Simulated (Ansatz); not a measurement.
## Si under a change: Si → Co

The parent structure is Si in the diamond structure (space group Fd-3m, No. 227; a = 5.4336 Å).

Modification: full substitution Si → Co; the structure is relaxed again.

The values are results of Ansatz (a program for electronic structure), PBEsol, PAW, cutoff 420 eV, no spin-orbit coupling, earlier PAW set, not measurements. Settings: 16×16×16 k-points, 0.05 eV Fermi–Dirac smearing, for the changed cell.

```
quantity                                     base        changed         shift
-----------------------------  ------------------  -------------  ------------
volume per atom                          20.05 Å³       15.55 Å³     -4.506 Å³
density                                2.33 g/cm³     6.29 g/cm³  +3.969 g/cm³
lattice parameter a                       5.434 Å        4.992 Å      -0.442 Å
shortest interatomic distance             2.353 Å        2.161 Å     -0.1914 Å
band gap                                  0.47 eV           zero             –
magnetic state                 not spin-polarised  ferromagnetic             –
largest site moment                       0.00 μB        1.69 μB      +1.69 μB
```

Final structure:

```
CELL_PARAMETERS angstrom
      0.00000     2.49578     2.49578
      2.49578     0.00000     2.49578
      2.49578     2.49578     0.00000
ATOMIC_POSITIONS crystal
  Co 0.50000 0.50000 0.50000
  Co 0.75000 0.75000 0.75000
```

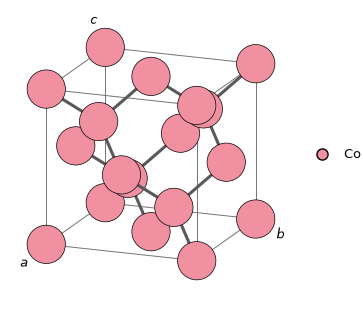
The relaxed conventional cell after the change

Other magnetic orders, which the real material may have, were not ruled out. Whether these cells are dynamically stable was not tested. For Co in this form, whether it has been made was not checked. This is not the structure that Co has at room temperature and ambient pressure.
